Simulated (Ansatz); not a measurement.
**VClO, relaxed**

Wanted: the geometry at rest of VClO (a database entry, slightly rescaled), relaxing the atoms in a fixed cell, and its electronic structure there.

Computed, not measured: Ansatz 0.2.0, DFT, r2SCAN, collinear spin, plane waves, PAW.

## Step 1: The cell

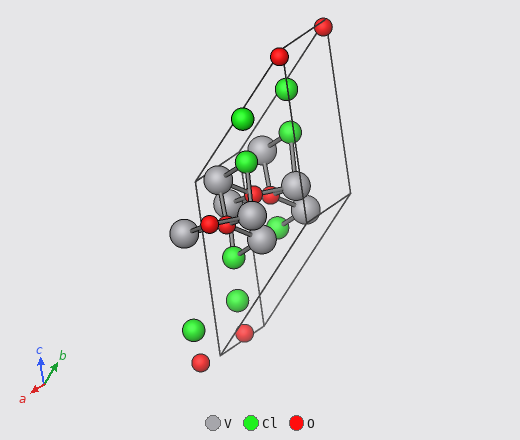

Viewed slightly off an axis; vanadium grey, chlorine green, oxygen red. 2×1×1 cells are drawn.

The structure is orthorhombic, space group Pmmn (No. 59). Conventional cell: a = 3.267 Å, b = 3.742 Å, c = 7.830 Å, α = 90.00°, β = 90.00°, γ = 90.00°. V (site symmetry mm2) is surrounded by 4 O at 1.95 to 2.06 Å and 2 Cl at 2.34 Å. Around Cl (site symmetry mm2) lie 2 V at 2.34 Å. Around O (site symmetry mm2) lie 4 V at 1.95 to 2.06 Å.

As a file:

```xyz
12
Lattice="3.7419 3.2668 0.0000 0.0000 3.2668 7.8304 3.7419 0.0000 7.8304" Properties=species:S:1:pos:R:3 pbc="T T T"
V     3.7419    1.6334    8.7293
V     3.7419    4.9002    8.7293
V     1.8710    3.2668    6.9314
V     5.6129    3.2668    6.9314
Cl    3.7419    3.2668   10.3979
Cl    3.7419    3.2668    2.5676
Cl    1.8710    1.6334    5.2628
Cl    5.6129    4.9002   13.0931
O     3.7419    3.2668   15.3021
O     3.7419    3.2668    7.4717
O     1.8710    1.6334    0.3586
O     5.6129    4.9002    8.1890
```

It starts from an earlier solution of the starting cell (checkpoint.read).

## Step 2: Relaxing

input.yaml reads:

```yaml
crystal:
  lattice:
    - [3.7419375, 3.26677083, 0.0]
    - [0.0, 3.26677083, 7.83035069]
    - [3.7419375, 0.0, 7.83035069]
  atoms:
    - { symbol: V, position: [0.1926, 0.3074, 0.8074] }
    - { symbol: V, position: [0.6926, 0.8074, 0.3074] }
    - { symbol: V, position: [0.3074, 0.6926, 0.1926] }
    - { symbol: V, position: [0.8074, 0.1926, 0.6926] }
    - { symbol: Cl, position: [0.33605, 0.66395, 0.66395] }
    - { symbol: Cl, position: [0.83605, 0.16395, 0.16395] }
    - { symbol: Cl, position: [0.16395, 0.33605, 0.33605] }
    - { symbol: Cl, position: [0.66395, 0.83605, 0.83605] }
    - { symbol: O, position: [0.0229, 0.9771, 0.9771] }
    - { symbol: O, position: [0.5229, 0.4771, 0.4771] }
    - { symbol: O, position: [0.4771, 0.0229, 0.0229] }
    - { symbol: O, position: [0.9771, 0.5229, 0.5229] }
  symmetry: { detect: false, time_reversal: true }
kpoints:
  mp_grid: { grid: [4, 4, 4], shift: [0, 0, 0] }
magnetization:
  spin_polarized: true
scf:
  occupations: { method: methfessel_paxton, width: 0.2099 }
  lower_state_search: "off"
hamiltonian:
  pseudopotentials: { kind: paw }
  xc: r2scan
basis:
  ecutwfc: 500
  fft_grid_basis: typed
relax:
  max_steps: 40
  f_tol: 0.03
output:
  forces: true
  stress: true
  eigenvalues: true
  bader: true
  populations: true
  elf: true
  write_potential: true
  volumetric_format: npy
  dos:
    e_range: [-12, 8]
    de: 0.05
    projected: { site_lists: { Cl: [Cl], O: [O], V: [V] } }
  write_density: true
checkpoint:
  read: saved_state
```

On the command line:

```bash
ansatz run input.yaml --threads 2 --pin off --max-ram 4096MiB --backend cpu --events-out ev --progress --plain --runs-dir out
```

The program printed, shortened:

```text
Warning: output.stress: scf.convergence.dr2_threshold = 1e-7 eV (the SCF's general default) is looser than the 1.2e-9 eV advised for a printed stress (1e-10 eV for each atom of the cell: 12). What an SCF threshold leaves in a stress goes as its square root, and in the free energy as the [...]
Warning: RAYON_NUM_THREADS=2 ignored (pool sized by the plan → 2); use --threads N
band count auto-derived: 70 (N_el = 104.0; filled up to band 52; 64 by the electrons, moments and atoms)
the start keeps a symmetry that the run doesn't impose, so 12 atoms are moved at random by 1.00e-2 Å, to let the relaxation leave a saddle point. relax.escape_saddle: false keeps them in place
[...]
Pseudopotentials: kind: paw
Pseudopotential: V, paw, valence charge 13, recommended cutoff 500 eV (meta_gga), V.paw.azcp
Pseudopotential: Cl, paw, valence charge 7, recommended cutoff 500 eV (meta_gga), Cl.paw.azcp
Pseudopotential: O, paw, valence charge 6, recommended cutoff 500 eV (meta_gga), O.paw.azcp
Functional definition: r2SCAN
[...]
Crystal: 12 atoms, lattice volume = 191.437 Å³
Basis set: ecut = 500 eV, 4843 PW (Γ), exchange–correlation on 160×256×256 points (64 copies of the dense FFT grid, shifted against one another)
Bands: 70, of which v1, the nominal top of the filled ones, is band 52 counted from 1 (51 counted from 0)
Symmetry: 1 space group operations
k-points: 36 of 64 (time reversal used)
[...]
SCF iter   1: F=—  HF=-18291.880243 eV  |F-HF|=—  |Δ(HF+E_count)|=         —  Δρ=6.35e-3 (↑6.35e-3 ↓6.35e-3)  dr2=1.10e-2  dr2_τ=1.87e-2  dr2_m=4.48e-2  M=0.000 μB ∫|m|=7.989 μB  β_m=0.30  ethr=9.88e-6  ⟨swp⟩=2.3  Hψ=27630  notcnv=0
[...]
spin=Collinear: Resta preconditioning applied to the charge; magnetization (m = ρ↑ − ρ↓) channel mixes plain (no charge-response kernel on spin).
[...]
WARN: on these k-points the computed levels leave a gap of 0.8703 eV at the electron count, 4.1 widths of the methfessel_paxton smearing (0.2099 eV); against the step filling of these same bands (every level under the gap full, every level over it empty) smearing changes [...]
spin=Collinear: Resta preconditioning applied to the charge; magnetization (m = ρ↑ − ρ↓) channel mixes plain (no charge-response kernel on spin).
[...]
SCF iter   3: F=—  HF=-18292.752356 eV  |F-HF|=—  |Δ(HF+E_count)|=   4.46e-3  S|Δr|=    0.00e0  Δρ=3.59e-4 (↑3.59e-4 ↓3.46e-4)  dr2=5.68e-4  dr2_τ=1.77e-5  dr2_m=7.23e-5  M=0.002 μB ∫|m|=7.984 μB  β_m=0.58  ethr=1.98e-6  ⟨swp⟩=2.0  Hψ=8159  notcnv=0  defer=252
```

## Step 3: The log goes on

The log, continued, shortened:

```text
SCF iter   4: F=—  HF=-18292.752396 eV  |F-HF|=—  |Δ(HF+E_count)|=   3.95e-5  S|Δr|=    0.00e0  Δρ=1.51e-4 (↑1.51e-4 ↓1.11e-4)  dr2=4.52e-5  dr2_τ=2.05e-6  dr2_m=8.47e-6  M=0.002 μB ∫|m|=7.984 μB  β_m=0.72  ethr=5.46e-7  ⟨swp⟩=2.0  Hψ=7226  notcnv=0  defer=252
[...]
WARN: on these k-points the computed levels leave a gap of 0.8316 eV at the electron count, 4.0 widths of the methfessel_paxton smearing (0.2099 eV); against the step filling of these same bands (every level under the gap full, every level over it empty) smearing changes [...]
relax step   1: F+E_penalty+E_count = -18292.75252385 eV  Δ(F+E_penalty+E_count) = +0.000e0 eV  max|allowed force component| = 5.261e-1 eV/Å  Δτ_max = 0.0000 Å  (11 SCF iters, accepted)
[...]
relax step   2: F+E_penalty+E_count = -18292.81908357 eV  Δ(F+E_penalty+E_count) = -6.656e-2 eV  max|allowed force component| = 2.245e-1 eV/Å  Δτ_max = 0.0531 Å  (6 SCF iters, dr2 threshold 1.73e-5 eV, accepted)
[...]
relax step   3: F+E_penalty+E_count = -18292.82633047 eV  Δ(F+E_penalty+E_count) = -7.247e-3 eV  max|allowed force component| = 5.593e-2 eV/Å  Δτ_max = 0.0141 Å  (8 SCF iters, dr2 threshold 3.15e-6 eV, accepted)
[...]
spin=Collinear: Resta preconditioning applied to the charge; magnetization (m = ρ↑ − ρ↓) channel mixes plain (no charge-response kernel on spin).
[...]
SCF iter   9: F=-18292.826838 eV  HF=-18292.826838 eV  |F-HF|=3.62e-8  |Δ(HF+E_count)|=   1.25e-7  S|Δr|=    0.00e0  Δρ=4.15e-6 (↑3.49e-6 ↓4.15e-6)  dr2=7.04e-8  dr2_τ=1.78e-9  dr2_m=4.99e-9  M=-0.000 μB ∫|m|=8.029 μB  ethr=9.62e-11  ⟨swp⟩=7.0  Hψ=30150  notcnv=0
```

## Step 4: The log goes on

Output, continued, shortened:

```text
WARN: on these k-points the computed levels leave a gap of 0.9211 eV at the electron count, 4.4 widths of the methfessel_paxton smearing (0.2099 eV); against the step filling of these same bands (every level under the gap full, every level over it empty) smearing changes [...]
relax step   4: F+E_penalty+E_count = -18292.82683772 eV  Δ(F+E_penalty+E_count) = -5.072e-4 eV  max|allowed force component| = 6.221e-3 eV/Å  Δτ_max = 0.0037 Å  (9 SCF iters, accepted)
[...]
SCF iter   1: F=—  HF=-18292.826838 eV  |F-HF|=—  |Δ(HF+E_count)|=         —  Δρ=4.15e-6 (↑3.49e-6 ↓4.15e-6)  dr2=7.04e-8  dr2_τ=1.78e-9  dr2_m=4.99e-9  M=-0.000 μB ∫|m|=8.029 μB  β_m=0.30  ethr=6.76e-11  ⟨swp⟩=1.0  Hψ=14140  notcnv=0
[...]
spin=Collinear: Resta preconditioning applied to the charge; magnetization (m = ρ↑ − ρ↓) channel mixes plain (no charge-response kernel on spin).
SCF iter   2: F=-18292.826838 eV  HF=-18292.826838 eV  |F-HF|=5.64e-9  |Δ(HF+E_count)|=  7.06e-10  S|Δr|=    0.00e0  Δρ=2.59e-6 (↑2.44e-6 ↓2.59e-6)  dr2=1.62e-8  dr2_τ=5.99e-10  dr2_m=3.80e-9  M=-0.000 μB ∫|m|=8.029 μB  ethr=6.76e-11  ⟨swp⟩=7.0  Hψ=24278  notcnv=0
[...]
WARN: the relaxation ended near the 16 symmetry operations of its rattled start. A stable structure does so, and so can a saddle point along a move or strain that wasn't checked. `relax.random_displacement` or `relax.escape_saddle: true` tries the moves, and a distorted `crystal.lattice` a strain
[...]
    - { symbol: O, position: [0.9760746112687902, 0.5246544823317395, 0.5237740336687141] }
--- Löwdin populations: 12 sites ---
  site symbol       q [e]    m [muB]
     0      V     11.7443     1.9151
     1      V     11.7443    -1.9151
     2      V     11.7443    -1.9151
     3      V     11.7443     1.9151
     4     Cl      7.3412     0.0000
     5     Cl      7.3412    -0.0000
     6     Cl      7.3412    -0.0000
     7     Cl      7.3412     0.0000
     8      O      6.8100     0.0000
     9      O      6.8100    -0.0000
    10      O      6.8100     0.0000
    11      O      6.8100    -0.0000
  spilling = 0.004022 (of n_electrons = 104.000000)
--- Bader charges: 12 sites ---
  site symbol  charge [e]  shift [e]    m [muB]
     0      V      1.8731     0.0004     1.8085
     1      V      1.8731     0.0004    -1.8085
     2      V      1.8731     0.0004    -1.8085
     3      V      1.8731     0.0004     1.8085
     4     Cl     -0.6174     0.0007     0.0000
     5     Cl     -0.6175     0.0007     0.0000
     6     Cl     -0.6174     0.0007     0.0000
     7     Cl     -0.6174     0.0007     0.0000
     8      O     -1.2556     0.0003     0.0000
     9      O     -1.2556     0.0003     0.0000
    10      O     -1.2556     0.0003     0.0000
    11      O     -1.2556     0.0003     0.0000
  estimated error of the sums over rays = 3.2e-4 e
```

Run time: 14 min. Hardware: 2 threads of Arm Neoverse V1, shared host; peak memory 2 GiB.

Relaxation path:

| step | energy from step 1 (eV/cell) | largest force component (eV/Å) |
| --- | --- | --- |
| 1 | 0.0000 | 0.5261 |
| 2 | -0.0666 | 0.2245 |
| 3 | -0.0738 | 0.0559 |
| 4 | -0.0743 | 0.0062 |

Step 1 is the start, which the program shook by about 0.01 Å to leave a possible saddle point.

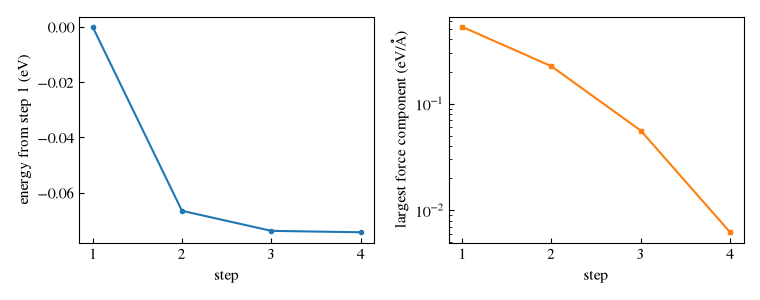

Energy and largest force along the relaxation.

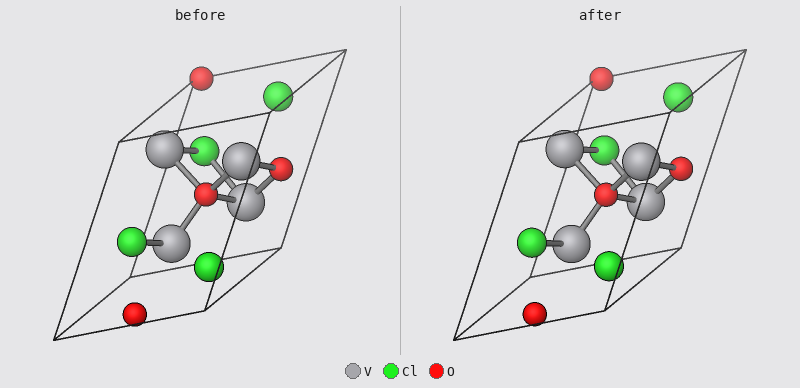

Before and after, at one scale. Each atom of the cell is drawn once.

The largest move, 0.05 Å, is shared by several atoms, Cl5 among them.

## Step 5: Density of states

Counts of states in windows (eV from the Fermi level; tetrahedra), total and projected:

| from | to | total | up | down | Cl p | O p | V d |
| --- | --- | --- | --- | --- | --- | --- | --- |
| -5.0 | -4.5 | 5.17 | 2.58 | 2.58 | 2.73 | 1.59 | 0.68 |
| -4.5 | -4.0 | 5.85 | 2.93 | 2.93 | 3.45 | 1.58 | 0.63 |
| -4.0 | -3.5 | 8.57 | 4.29 | 4.29 | 5.16 | 2.67 | 0.60 |
| -3.5 | -3.0 | 6.32 | 3.16 | 3.16 | 4.55 | 1.30 | 0.39 |
| -3.0 | -2.5 | 0.06 | 0.03 | 0.03 | 0.03 | 0.02 | 0.00 |
| -2.5 | -2.0 | 0.00 | 0.00 | 0.00 | 0.00 | 0.00 | 0.00 |
| -2.0 | -1.5 | 0.00 | 0.00 | 0.00 | 0.00 | 0.00 | 0.00 |
| -1.5 | -1.0 | 0.34 | 0.17 | 0.17 | 0.01 | 0.01 | 0.31 |
| -1.0 | -0.5 | 6.00 | 3.00 | 3.00 | 0.41 | 0.58 | 4.93 |
| -0.5 | 0.0 | 1.65 | 0.82 | 0.83 | 0.11 | 0.15 | 1.37 |
| 0.0 | 0.5 | 0.14 | 0.07 | 0.07 | 0.00 | 0.01 | 0.13 |
| 0.5 | 1.0 | 3.87 | 1.93 | 1.93 | 0.15 | 0.25 | 3.36 |
| 1.0 | 1.5 | 0.00 | 0.00 | 0.00 | 0.00 | 0.00 | 0.00 |
| 1.5 | 2.0 | 3.65 | 1.83 | 1.83 | 0.15 | 0.14 | 3.21 |
| 2.0 | 2.5 | 4.90 | 2.46 | 2.46 | 0.39 | 0.23 | 4.04 |
| 2.5 | 3.0 | 7.42 | 3.71 | 3.71 | 0.36 | 0.46 | 6.26 |

On the mesh the valence top lies at -0.48 eV and the conduction bottom at 0.44 eV on this scale.

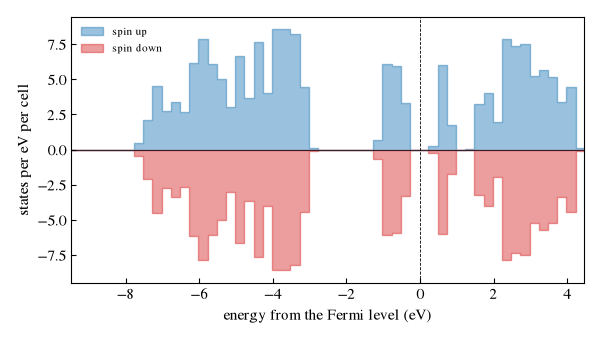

Density of states by spin, in bins of 0.25 eV.

## Step 6: Who holds the electrons, and the spin

By element, from the tables in the log (a charge is positive for electrons lost): Löwdin charges also hold the electrons that the projection spills.

| element | atoms | Bader charge (e) | Bader volume (Å³) | Löwdin charge (e) | Bader moment, size (μB) |
| --- | --- | --- | --- | --- | --- |
| V | 4 | +1.87 | 8.4 | +1.26 | 1.81 |
| Cl | 4 | -0.62 | 27.6 | -0.34 | 0.00 |
| O | 4 | -1.26 | 11.9 | -0.81 | 0.00 |

The Löwdin projection spills 0.4 % of the electrons and depends on the orbitals chosen; where it disagrees with Bader's partition, neither is an observable.

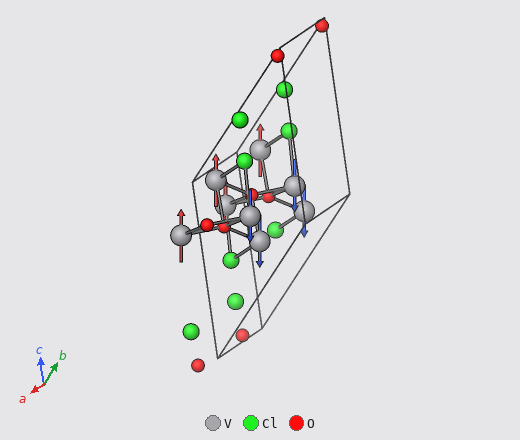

Site moments over 0.3 μB, as arrows (short ones can be hidden in their spheres; values hang on how the density is shared out, so they can differ from the log's spheres): up red, down blue; without spin-orbit coupling their axis is free, so they are drawn up the page.

## Step 7: Real-space fields

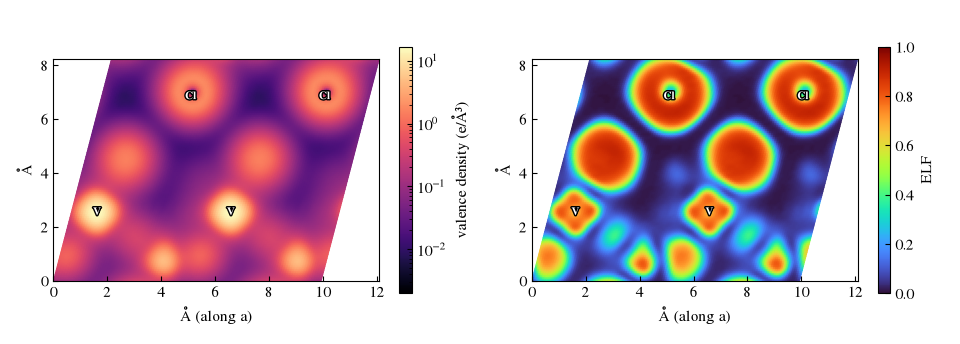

Valence density (left, log scale) and ELF (right) in the plane spanned by a and b at height 0.809 along c (axes of the input's cell); atoms within 0.2 Å are lettered, 2×1 cells. Inside the augmentation spheres the fields are the smooth ones.

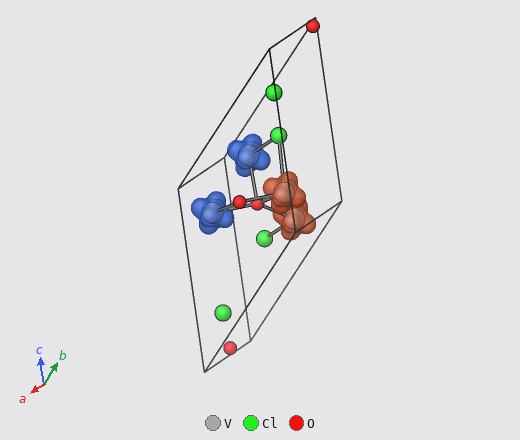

Spin density at ±0.30 e/Å³ in one cell: up blue, down orange.

At the density minimum on some short contacts:

| contact | length (Å) | minimum at (fraction) | density (e/Å³) | ELF |
| --- | --- | --- | --- | --- |
| V3–O9 | 1.949 | deep in a PAW sphere | – | – |
| Cl5–V2 | 2.356 | 0.55 | 0.429 | 0.16 |

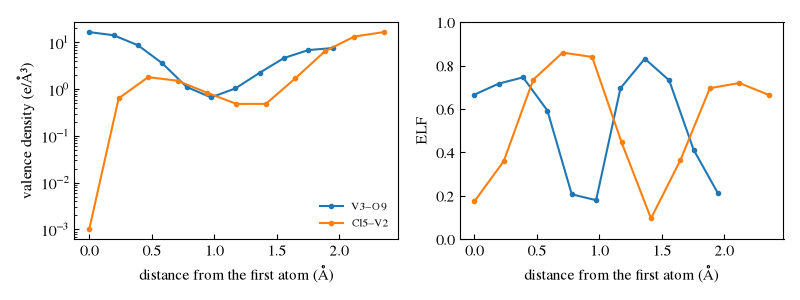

Smooth valence density and ELF along the contacts, at tenths of each length.

## Step 8: What came out

| quantity | value |
| --- | --- |
| moves | 3 |
| energy gained | 6.2 meV/atom |
| largest move | 0.05 Å (Cl) |
| space group (0.01 Å), before / after | Pmmn / Pmmn |
| pressure left in the fixed cell | 2.0 GPa |
| gap (mesh) | 0.92 eV, indirect |
| least direct gap | 0.96 eV |
| Bader charges | V +1.87, Cl -0.62, O -1.26 e |
| net moment | 0.00 μB per cell |
| largest moment | 1.81 μB on V (Bader basin) |

In words: In the fixed cell the largest move of an atom is 0.05 Å; the energy fell by 6.2 meV per atom. The levels show a gap of 0.92 eV, with the least direct gap at 0.96 eV; within 0.7 eV of the edges the states project mainly on V d (83 %) below and V d (87 %) above. By Bader's partition V gives up most (+1.87 e) and O takes most (-1.26 e). Spin sits mostly on V (1.81 μB); the arrangement is compensated, with 0.00 μB net per cell.

Caveats: the program displaced the start to leave a saddle point; one start, so the state may not be the lowest; wide smearing; the SCF threshold is loose for a stress.
